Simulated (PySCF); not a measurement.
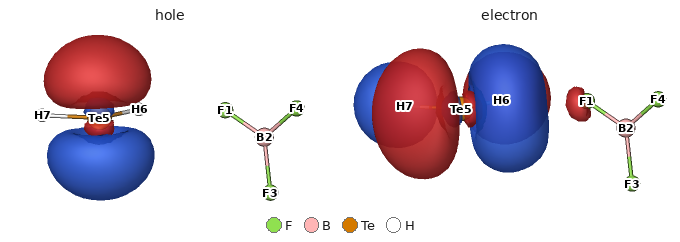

Figure 1: BF3H2Te, SMILES `FB(F)F.[TeH2]`. Leading natural transition orbital pair of S₁ (TDA singlet states); the surfaces enclose about 70 % of each orbital's density.

Level of theory: B3LYP/def2-SVP (PySCF), at an unrelaxed start geometry of a pair search. Core potentials replace the inner electrons of Te; spin–orbit coupling isn't included. Without diffuse functions Rydberg states are missing, so the states' numbers hold for this basis only.

Input script:

```python
import numpy as np
from pyscf import gto, scf, dft, tdscf
from pyscf.scf import atom_ks, atom_hf
from scipy.linalg import block_diag

def solve(mol, dm0=None, hcore=None):
    mf = (dft.UKS if mol.spin else dft.RKS)(mol, xc='b3lyp')
    mf.grids.level = 3
    mf = mf.density_fit(auxbasis='def2-universal-jkfit')
    mf.conv_tol, mf.max_cycle = 1e-8, 80
    if hcore is not None:
        mf.get_hcore = lambda *args: hcore
    mf.kernel(dm0)
    if not mf.converged:
        mf = mf.newton().run(mf.mo_coeff, mf.mo_occ, max_cycle=30)
    assert mf.converged, 'SCF not converged'
    return mf

mol = gto.M(atom='''
F     -1.43195     0.42148     0.44280
B     -2.60121    -0.00397     0.05245
F     -2.82625    -1.27915    -0.03909
F     -3.53148     0.85003    -0.24873
Te     1.51485     0.00718    -0.06691
H      1.22707    -0.09608     1.54490
H      3.11394    -0.18859     0.27746
''', basis='def2-svp', ecp={'Te': 'def2-svp'}, charge=0, spin=0, verbose=4)
mf = solve(mol)
td = mf.TDA()
td.nstates, td.singlet, td.conv_tol = 5, True, 1e-5
td.kernel()
td.analyze()
x, y = np.array([p[0] for p in td.xy]), np.array([p[1] + 0 * p[0] for p in td.xy])
f, mu = td.oscillator_strength(), td.transition_dipole()
nto = [td.get_nto(state=i + 1, verbose=4) for i in range(len(td.e))]
# spherically averaged free atoms, for the promolecule
atom_ks.AtomSphAverageRKS.init_guess_by_vsap = lambda self, mol=None: self.init_guess_by_minao(mol)  # core potentials
atm = atom_ks.get_atm_nrks(mol, xc='b3lyp')
pro = block_diag(*[(atm[a[0]][2] * atm[a[0]][3]) @ atm[a[0]][2].T for a in mol._atom])
np.savez('result.npz', e=td.e, f=f, ok=td.converged, w=[n[0] for n in nto], nto=[n[1] for n in nto], x=x, y=y, c=mf.mo_coeff, occ=mf.mo_occ, eps=mf.mo_energy, pro=pro, mu=mu)
```

Command:

```sh
OMP_NUM_THREADS=1 python input.py
```

The run took 2.5 min on 1 thread of AMD EPYC (Zen 3), on a shared host, peak memory 0.53 GiB.

Where does the state lie, and where do hole and electron sit?

4.35 eV (285 nm), f = 0.000 (dark); the leading pair carries 100 %; hole on Te5 (93 %), electron on Te5 (64 %), H6 (17 %) and H7 (14 %); their centroids lie 0.1 Å apart. In canonical orbitals it is mainly HOMO → LUMO (100 %). The HOMO–LUMO gap is 5.53 eV.
